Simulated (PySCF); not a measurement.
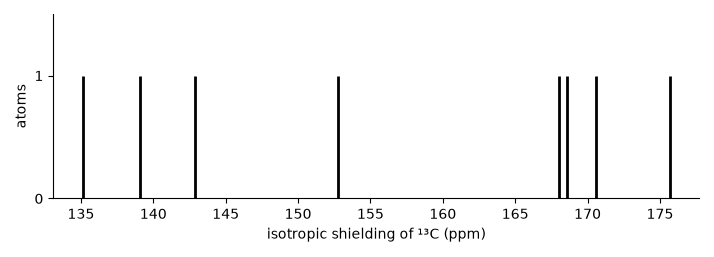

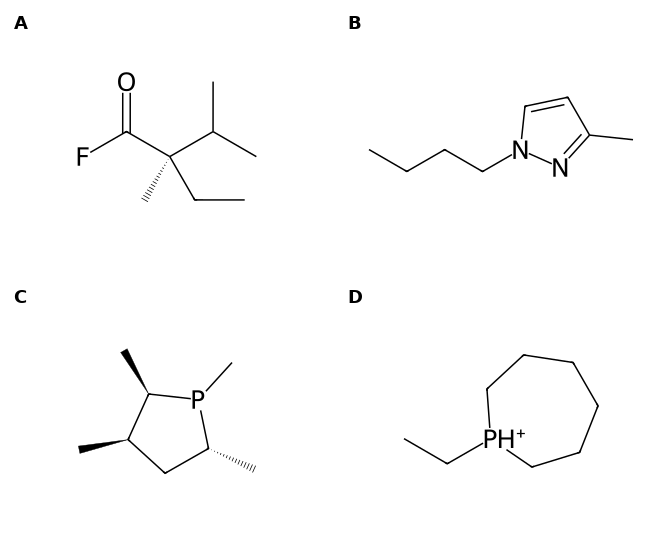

The sticks are computed shieldings of one of the molecules, for one fixed geometry (GFN2-xTB) without averaging over rotations. Low shielding means a high chemical shift. Method: GIAO PBE0/pcSseg-1 NMR shielding, non-relativistic, gas phase (PySCF 2.14.0).

Which molecule gives this pattern?

C, `C[C@@H]1C[C@@H](C)P(C)[C@@H]1C`. Its 8 C atoms give lines at 135.1, 139.0, 142.9, 152.8, 168.0, 168.6, 170.6, 175.7 ppm.

The geometry is semi-empirical. Around P such bond lengths and angles can be off by a tenth of an ångström or more and by several degrees, and values that hang on the shape move with them.
